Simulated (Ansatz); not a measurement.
# SiH5 (doublet): from Hartree-Fock to the top rungs at distance H1–H2 along a hydrogen transfer = 1.000 Å, cc-pVTZ

Aim: climb from Hartree-Fock through coupled cluster and multireference methods for SiH5 (doublet) at one geometry and basis, and see what each rung misses.

Method: cc-pVTZ, core rule «outside noble gas», up to 5 orbitals frozen; program: Ansatz 0.2.0, Gaussian basis.

The runs, in order: UHF; CCSD(T) on ROHF; CCSD(T) on UHF; BCCD(T) on ROHF; CCSDT(Q) on ROHF; CCSDT(Q) on UHF; CASSCF and NEVPT2, 3 electrons in 3 orbitals; CASSCF and NEVPT2, 9 electrons in 9 orbitals.

### 1 The system

The geometry derives from fragments relaxed apart (PBE0/def2-TZVP) and kept rigid, so it is no stationary point. A hydrogen atom is moved between rigid fragments.

6 atoms, charge 0, spin multiplicity 2.

Atoms are counted from 1 here; the program's logs count them from 0.

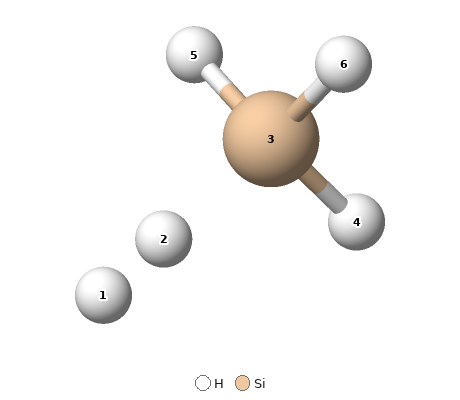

The geometry (hydrogen white, silicon light orange); atoms are numbered from 1 in the order of the file.

Geometry (Å):

```xyz
6
H5Si
H    -2.6833    0.0000    0.0000
H    -1.6833    0.0000    0.0000
Si    0.0977    0.0000    0.0000
H     0.5477   -1.4163    0.0000
H     0.5477    0.7081   -1.2265
H     0.5477    0.7081    1.2265
```

### 2 UHF

in.yaml

```yaml
crystal:
  periodic: [false, false, false]
  atoms:
    - {symbol: H, position_ang: [-2.683262, 0.000000, -0.000001]}
    - {symbol: H, position_ang: [-1.683262, 0.000000, -0.000001]}
    - {symbol: Si, position_ang: [0.097738, 0.000000, 0.000000]}
    - {symbol: H, position_ang: [0.547712, -1.416253, 0.000000]}
    - {symbol: H, position_ang: [0.547712, 0.708126, -1.226511]}
    - {symbol: H, position_ang: [0.547711, 0.708127, 1.226511]}
basis:
  gaussian: {orbitals: cc-pVTZ}
magnetization: {spin_polarized: true, initial_magnetization: 1}
hamiltonian: {xc: hf}
output: {orbitals: {seedname: orbitals}}
```

The run is started by

```bash
$ ansatz run in.yaml --threads 1 --pin off --events-out ev --progress --plain --max-ram 4096MiB --backend cpu
```

The runs that follow: CCSD(T) on ROHF; CCSD(T) on UHF; BCCD(T) on ROHF; CCSDT(Q) on ROHF; CCSDT(Q) on UHF; CASSCF and NEVPT2, 3 electrons in 3 orbitals; CASSCF and NEVPT2, 9 electrons in 9 orbitals.

Before running them: what should the planned runs give, taken together? Wanted: UCCSDT(Q) below the RHF energy; RMP2 from UCCSDT(Q); UMP2 from UCCSDT(Q); RCCSD from UCCSDT(Q); RCCSD(T) from UCCSDT(Q); UCCSD(T) from UCCSDT(Q); RCCSDT(Q) from UCCSDT(Q); NEVPT2 pair from UCCSDT(Q); NEVPT2 valence from UCCSDT(Q).

As calculated:

```
                         quantity                                                   value
   UCCSDT(Q) below the RHF energy                                              -5.5688 eV
              RMP2 from UCCSDT(Q)                                           +105.1 kJ/mol
              UMP2 from UCCSDT(Q)                                           +108.5 kJ/mol
             RCCSD from UCCSDT(Q)                                            +15.8 kJ/mol
          RCCSD(T) from UCCSDT(Q)                                             +2.9 kJ/mol
          UCCSD(T) from UCCSDT(Q)                                             +3.0 kJ/mol
         RCCSDT(Q) from UCCSDT(Q)                                             +0.1 kJ/mol
       NEVPT2 pair from UCCSDT(Q)                                           +102.0 kJ/mol
    NEVPT2 valence from UCCSDT(Q)                                           +107.0 kJ/mol
levels within 1 kcal/mol (43 meV)  RCCSD(T), UCCSD(T), BCCD(T), RCCSDT, UCCSDT, RCCSDT(Q)
                    T1 diagnostic                                                   0.024
   effectively unpaired electrons                                                    1.02
```

What this shows: RCCSD(T) misses by +2.9 kJ/mol, 0.5 % of the correlation energy. One determinant dominates. Of the multireference levels listed NEVPT2 pair comes nearest in total energy (+102.0 kJ/mol), which doesn't show that its space is the better one. These misses are within one basis, not against nature; the frozen cores of restricted and unrestricted runs differ, which can shift their rows.
